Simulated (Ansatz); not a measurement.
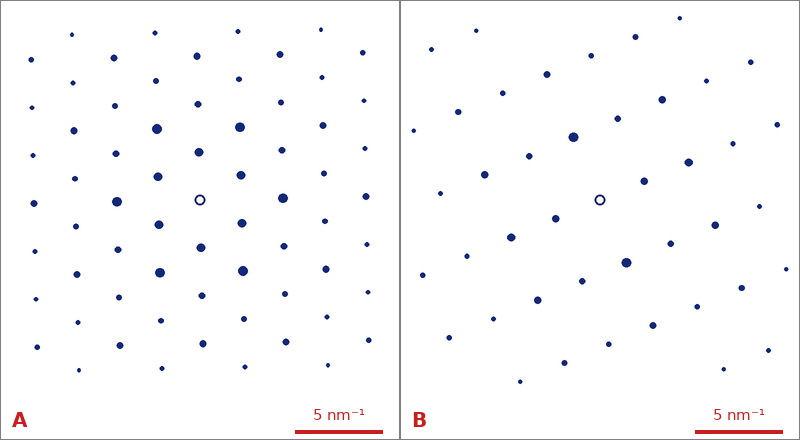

Kinematic electron diffraction patterns (300 kV, B = 0.5 Å², same scale, each along a low-index zone) of two structures of composition TlSi, each relaxed at zero pressure with DFT PBE, scalar-relativistic, plane waves, PAW (Ansatz).

The structures (standard cells):
1. Pm-3m (No. 221), a = 3.612 Å, 2 atoms; generated start, possibly hypothetical
2. P6_3mc (No. 186), a = 4.191 Å, c = 7.693 Å (hexagonal axes), 4 atoms; generated start, possibly hypothetical

Question: Which pattern belongs to which structure, and along which zone?

Answer: A is structure 2 along [001]: hexagonal net of 1 -1 0 at d = 3.63 Å and 1 0 0 at d = 3.63 Å, 60.0° apart. B is structure 1 along [110] or an equivalent direction: rectangular net of 0 0 1 at d = 3.61 Å and 1 -1 0 at d = 2.55 Å, 90.0° apart.

Question: Rank the structures by their computed energy.

Answer: Structure 1 (Pm-3m, 23.57 Å³ an atom) is the lowest of these; structure 2 (P6_3mc, 29.25 Å³ an atom) lies about 34 meV an atom higher. These are static energies at 0 K; other structures, not shown, may lie lower still.
